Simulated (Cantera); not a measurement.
A closed system holds: 1 mol SiH4, 0.19 mol NH3, 23 mol H2, held at 1973.15 K.

Equilibrium computed with Cantera from the NASA thermochemical tables; the gas is ideal and each condensed phase is pure. Candidate condensed phases: Si, Si3N4; 18 gas species. The tables' values for SiN are old estimates; treat these amounts as uncertain. Gases not in the tables: Si2H6 and higher silanes. The numbers say what is thermodynamically allowed, not how fast it happens.

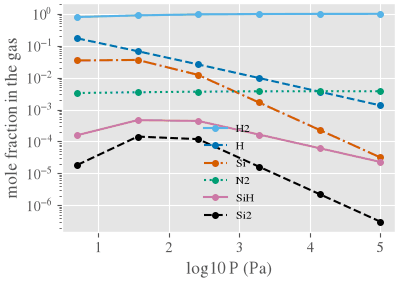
Fig. 1. Equilibrium gas composition (values under 1e-9 drawn at 1e-9)

Q: Read off the mole fractions at 2.60 mbar.

A: H2 about 0.96, H about 0.026, Si about 0.012, N2 about 0.0036, SiH about 0.00044, Si2 about 0.00012.
